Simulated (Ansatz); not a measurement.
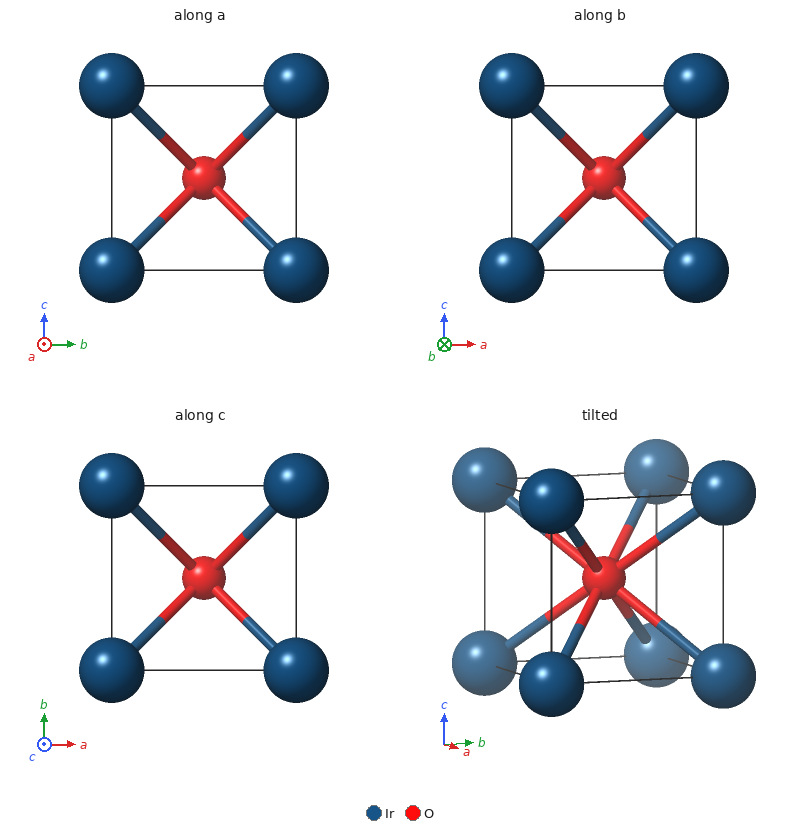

Ball-and-stick drawing of the structure, looking along the a axis, along the b axis, along the c axis and slightly off an axis. Atoms at the boundary of the conventional unit cell (the box) are drawn once for each face, edge or corner they touch.

Lattice parameters: a = 2.810 Å, b = 2.810 Å, c = 2.810 Å, α = 90.00°, β = 90.00°, γ = 90.00°.

Q: Put the structure into a table of Wyckoff sites.

A: Space group Pm-3m (No. 221).
```
atom  site       x       y       z
  Ir    1a  0.0000  0.0000  0.0000
   O    1b  0.5000  0.5000  0.5000
```

It derives from a structure type filled with these elements by a generator (whether the compound takes this form wasn't checked). Relaxation method: DFT PBE, scalar-relativistic, plane waves, PAW (Ansatz).
